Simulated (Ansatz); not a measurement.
**One shape, several levels: triplet C2H2Cl2Si**

Wanted: a comparison of 6 runs (UHF/def2-SVP, UB3LYP/6-31G*, UCAM-B3LYP/def2-SVP, UPBE/def2-SVP, UPBE0/def2-SVP, UCCSD/def2-SVP) of triplet C2H2Cl2Si. 

Program for the calculation: Ansatz 0.2.0.

63 further runs of the same task are left out: 1 that didn't finish, 62 set aside as unsound or not needed.

### 1 The system as given

C2H2Cl2Si has 7 atoms, charge 0, and is taken as a triplet. As SMILES of the parent species, `C#C[SiH](Cl)Cl`. The coordinates come from a PBE0-D4/def2-TZVP relaxation. That shape belongs to the parent species and isn't relaxed for this state.

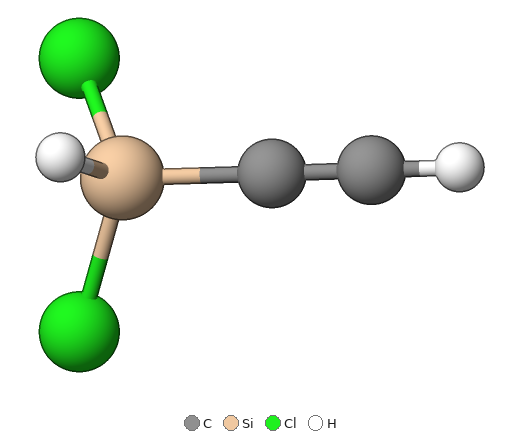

Viewed from a chosen angle; carbon grey, silicon light orange, chlorine green, hydrogen white.

### 2 A single-point energy at UHF/def2-SVP (run 1)

File in.yaml:

```yaml
crystal:
  periodic: [false, false, false]
  atoms:
    - symbol: C
      position_ang: [0.222100, -0.669300, 1.881600]
    - symbol: C
      position_ang: [0.127700, -0.285200, 0.743200]
    - symbol: Si
      position_ang: [0.012700, 0.282700, -0.968900]
    - symbol: Cl
      position_ang: [-1.510600, -0.698400, -1.899200]
    - symbol: Cl
      position_ang: [-0.353700, 2.286200, -0.986900]
    - symbol: H
      position_ang: [0.302500, -1.008200, 2.889500]
    - symbol: H
      position_ang: [1.260700, 0.024000, -1.705100]
basis:
  gaussian:
    orbitals: def2-SVP
magnetization:
  spin_polarized: true
  initial_magnetization: 2
hamiltonian:
  xc: hf
accuracy: high
output: {orbitals: {seedname: orbitals}}
```

Started as:

```console
$ ansatz run in.yaml --threads 1 --pin off --max-ram 3480MiB --events-out events.jsonl --progress --plain --runs-dir runs
```

Output:

```text
Warning: RAYON_NUM_THREADS=1 ignored (pool sized by the plan → 1); use --threads N
Functional definition: HF
  name "HF"
  exchange = exact_x
  correlation = 0
1847 factors; integrals over basis functions are off by at most 4.0e-9 eV
mean field evaluation 1: about -34938.8364 eV, gradient 2.5e1 eV
mean field evaluation 2: about -34938.8523 eV, gradient 2.5e1 eV
mean field evaluation 4: about -34944.9790 eV, gradient 6.1e0 eV
mean field evaluation 8: about -34946.2959 eV, gradient 4.6e-1 eV
mean field evaluation 16: about -34946.6596 eV, gradient 1.4e0 eV
mean field evaluation 32: about -34947.0793 eV, gradient 1.6e-6 eV
mean field evaluation 64: about -34947.0657 eV, gradient 1.1e-2 eV
mean field evaluation 96: about -34946.3960 eV, gradient 3.3e0 eV
mean field evaluation 128: about -34946.9472 eV, gradient 8.3e-1 eV
mean field evaluation 160: about -34947.0765 eV, gradient 4.3e-2 eV
mean field evaluation 192: about -34946.2934 eV, gradient 3.2e-1 eV
mean field evaluation 224: about -34944.3427 eV, gradient 1.2e1 eV
mean field evaluation 256: about -34941.7937 eV, gradient 3.1e0 eV
mean field evaluation 288: about -34943.1196 eV, gradient 7.6e0 eV
mean field evaluation 320: about -34946.3031 eV, gradient 2.2e-2 eV
mean field -34947.07927879 eV, -1284.2814755143 hartree, gradient 2.6e-8 eV, S^2 2.016646; 4 other end points of the search recorded, 0 dependent functions left out
reference -34947.07927879 eV, -1284.2814755143 hartree; 32, 30 occupied and 60, 62 virtual orbitals, 1847 factors
Total energy: -34947.07927879 eV, -1284.2814755143 hartree
```

Run time: 32 s. Hardware: 1 thread of Arm Neoverse V2, shared host; peak memory 0.42 GiB.

### 3 The energy at UB3LYP/6-31G(d) (spherical functions) (run 2)

File input.yaml:

```yaml
crystal:
  periodic: [false, false, false]
  atoms:
    - symbol: C
      position_ang: [0.222100, -0.669300, 1.881600]
    - symbol: C
      position_ang: [0.127700, -0.285200, 0.743200]
    - symbol: Si
      position_ang: [0.012700, 0.282700, -0.968900]
    - symbol: Cl
      position_ang: [-1.510600, -0.698400, -1.899200]
    - symbol: Cl
      position_ang: [-0.353700, 2.286200, -0.986900]
    - symbol: H
      position_ang: [0.302500, -1.008200, 2.889500]
    - symbol: H
      position_ang: [1.260700, 0.024000, -1.705100]
basis:
  gaussian: {orbitals: 6-31G_st_-spherical.json}
output: {orbitals: {seedname: orbitals}}
magnetization: {spin_polarized: true, initial_magnetization: 2}
accuracy: high
hamiltonian: {xc: {name: B3LYP}}
```

The basis set 6-31G* is read from a file made from the Basis Set Exchange's data (not shown).

Started as:

```console
$ ansatz run input.yaml --threads 1 --pin off --max-ram 3480MiB --events-out events.jsonl --progress --plain --runs-dir runs
```

Output:

```text
Warning: RAYON_NUM_THREADS=1 ignored (pool sized by the plan → 1); use --threads N
Functional definition: B3LYP
  name "B3LYP"
  parameter a0 = 0.2
  parameter ax = 0.72
  parameter ac = 0.81
  exchange = (1 - a0 - ax)*slater_x + ax*b88_x + a0*exact_x
  correlation = (1 - ac)*vwn_rpa_c + ac*lyp_c
1820 factors; integrals over basis functions are off by at most 5.4e-9 eV
mean field evaluation 1: about -35012.6362 eV, gradient 3.9e1 eV
mean field evaluation 2: about -34925.4270 eV, gradient 1.0e2 eV
mean field evaluation 4: about -35023.8247 eV, gradient 1.1e1 eV
mean field evaluation 8: about -35024.8117 eV, gradient 5.1e-1 eV
mean field evaluation 16: about -35024.8140 eV, gradient 3.6e-4 eV
mean field evaluation 32: about -35024.8140 eV, gradient 6.4e-7 eV
mean field -35024.81399419 eV, -1287.1381736150 hartree, gradient 4.0e-8 eV, S^2 2.004836; 4 other end points of the search recorded, 0 dependent functions left out
reference -35024.81403471 eV, -1287.1381751041 hartree; 32, 30 occupied and 54, 56 virtual orbitals, 1820 factors
Total energy: -35024.81403471 eV, -1287.1381751041 hartree
```

Run time: 40 s. Hardware: 1 thread of Arm Neoverse V2, shared host; peak memory 0.49 GiB.

Runs 3 to 5 aren't shown in full; the table further down has their settings and results.

### 4 The energy at UCCSD/def2-SVP (run 6)

File run.yaml:

```yaml
crystal:
  periodic: [false, false, false]
  atoms:
    - symbol: C
      position_ang: [0.222100, -0.669300, 1.881600]
    - symbol: C
      position_ang: [0.127700, -0.285200, 0.743200]
    - symbol: Si
      position_ang: [0.012700, 0.282700, -0.968900]
    - symbol: Cl
      position_ang: [-1.510600, -0.698400, -1.899200]
    - symbol: Cl
      position_ang: [-0.353700, 2.286200, -0.986900]
    - symbol: H
      position_ang: [0.302500, -1.008200, 2.889500]
    - symbol: H
      position_ang: [1.260700, 0.024000, -1.705100]
basis:
  gaussian: {orbitals: def2-SVP}
magnetization: {spin_polarized: true, initial_magnetization: 2}
accuracy: high
correlation: {method: ccsd, frozen_orbitals: {C: 1, Cl: 5, H: 0, Si: 5}}
scf: {omitted_lower_state_checks: [cluster_reference, increment]}
```

Started as:

```console
$ ansatz run run.yaml --threads 1 --pin off --max-ram 3480MiB --events-out events.jsonl --progress --plain --runs-dir runs
```

Output:

```text
Warning: RAYON_NUM_THREADS=1 ignored (pool sized by the plan → 1); use --threads N
Functional definition: HF
  name "HF"
  exchange = exact_x
  correlation = 0
these checks for a lower state are left out or cut short: cluster_reference, increment
1847 factors; integrals over basis functions are off by at most 4.0e-9 eV
mean field evaluation 1: about -34938.8364 eV, gradient 2.5e1 eV
mean field evaluation 2: about -34938.8523 eV, gradient 2.5e1 eV
mean field evaluation 4: about -34944.9790 eV, gradient 6.1e0 eV
mean field evaluation 8: about -34946.2959 eV, gradient 4.6e-1 eV
mean field evaluation 16: about -34946.6596 eV, gradient 1.4e0 eV
mean field evaluation 32: about -34947.0793 eV, gradient 1.6e-6 eV
mean field evaluation 64: about -34946.9813 eV, gradient 2.6e0 eV
mean field evaluation 96: about -34947.0702 eV, gradient 6.4e-2 eV
mean field evaluation 128: about -34946.8050 eV, gradient 3.9e0 eV
mean field evaluation 160: about -34944.9627 eV, gradient 6.1e0 eV
mean field evaluation 192: about -34946.4316 eV, gradient 8.6e-1 eV
mean field -34947.07927879 eV, -1284.2814755143 hartree, gradient 2.6e-8 eV, S^2 2.016646; 10 other end points of the search recorded, 0 dependent functions left out
17 core orbitals not correlated: weight in the atoms' cores, before any rotation towards them, 1.000 or more for the frozen orbitals, at most 0.000 for the correlated occupied ones
reference -34947.07927879 eV, -1284.2814755143 hartree; 15, 13 occupied and 60, 62 virtual orbitals, 1847 factors
second order -14.85567877 eV of doubles, -0.00000000 eV of singles
cycle   1  -15.94320781 eV  change    -1.1e0 eV  update   8.8e-2
cycle   2  -16.35639541 eV  change   -4.1e-1 eV  update   3.3e-2
cycle   3  -16.44736179 eV  change   -9.1e-2 eV  update   2.1e-2
cycle   4  -16.46252770 eV  change   -1.5e-2 eV  update   1.4e-2
cycle   5  -16.47472463 eV  change   -1.2e-2 eV  update   9.8e-3
cycle   6  -16.48846534 eV  change   -1.4e-2 eV  update   6.2e-3
cycle   7  -16.49535032 eV  change   -6.9e-3 eV  update   3.3e-3
cycle   8  -16.49700164 eV  change   -1.7e-3 eV  update   1.7e-3
cycle   9  -16.49741422 eV  change   -4.1e-4 eV  update   8.2e-4
cycle  10  -16.49751086 eV  change   -9.7e-5 eV  update   4.1e-4
cycle  11  -16.49771930 eV  change   -2.1e-4 eV  update   2.1e-4
cycle  12  -16.49776446 eV  change   -4.5e-5 eV  update   1.0e-4
cycle  13  -16.49775602 eV  change    8.4e-6 eV  update   4.5e-5
cycle  14  -16.49773240 eV  change    2.4e-5 eV  update   1.7e-5
cycle  15  -16.49771812 eV  change    1.4e-5 eV  update   8.7e-6
cycle  16  -16.49771614 eV  change    2.0e-6 eV  update   3.6e-6
cycle  17  -16.49771589 eV  change    2.5e-7 eV  update   2.1e-6
cycle  18  -16.49771634 eV  change   -4.5e-7 eV  update   9.1e-7
cycle  19  -16.49771586 eV  change    4.8e-7 eV  update   5.8e-7
cycle  20  -16.49771551 eV  change    3.5e-7 eV  update   3.5e-7
cycle  21  -16.49771510 eV  change    4.1e-7 eV  update   2.7e-7
cycle  22  -16.49771498 eV  change    1.2e-7 eV  update   2.2e-7
cycle  23  -16.49771495 eV  change    3.1e-8 eV  update   1.9e-7
cycle  24  -16.49771482 eV  change    1.2e-7 eV  update   1.7e-7
cycle  25  -16.49771479 eV  change    3.2e-8 eV  update   1.4e-7
cycle  26  -16.49771474 eV  change    4.8e-8 eV  update   1.3e-7
cycle  27  -16.49771471 eV  change    3.6e-8 eV  update   1.1e-7
cycle  28  -16.49771461 eV  change    1.0e-7 eV  update   8.2e-8
cycle  29  -16.49771467 eV  change   -6.0e-8 eV  update   7.6e-8
cycle  30  -16.49771458 eV  change    9.4e-8 eV  update   1.2e-7
cycle  31  -16.49771460 eV  change   -2.9e-8 eV  update   5.3e-8
cycle  32  -16.49771462 eV  change   -2.0e-8 eV  update   3.7e-8
cycle  33  -16.49771468 eV  change   -5.2e-8 eV  update   2.8e-8
cycle  34  -16.49771471 eV  change   -3.0e-8 eV  update   1.7e-8
cycle  35  -16.49771472 eV  change   -1.5e-8 eV  update   9.5e-9
cycle  36  -16.49771472 eV  change   7.7e-10 eV  update   5.3e-9
cycle  37  -16.49771472 eV  change    2.2e-9 eV  update   3.1e-9
Total energy: -34963.57699351 eV, -1284.8877553477 hartree
Checks for a lower state left out: cluster_reference, increment
```

Wall time 2 min (1 thread of Arm Neoverse V2, shared host); peak memory 0.92 GiB.

### 5 All runs side by side

| run | level | frozen core orbitals | energy (Eh) | HOMO energy (eV) | ⟨S²⟩ | wall time |
| --- | --- | --- | --- | --- | --- | --- |
| 1 | UHF/def2-SVP | – | -1284.281476 | -6.81 | 2.017 | 32 s |
| 2 | UB3LYP/6-31G* (spherical functions) | – | -1287.138175 | -3.51 | 2.005 | 40 s |
| 3 | UCAM-B3LYP/def2-SVP | – | -1286.697016 | -5.03 | 2.005 | 44 s |
| 4 | UPBE/def2-SVP | – | -1286.085806 | -2.58 | 2.004 | 47 s |
| 5 | UPBE0/def2-SVP | – | -1286.200233 | -3.92 | 2.006 | 42 s |
| 6 | UCCSD/def2-SVP | 17 | -1284.887755 | – | 2.017 | 2 min |

### 6 Summary of results

| quantity | value |
| --- | --- |
| run 6: total energy | -1284.88776 Eh |
| run 6: correlation energy (17 core orbitals frozen) | -606.3 mEh |
| run 6: ⟨S²⟩ of the reference determinant | 2.017 |
| run 6: T1 diagnostic | 0.013 |

In words: Totals of different functionals can't be ranked against each other. All runs together took 5.4 min, the longest 2 min.
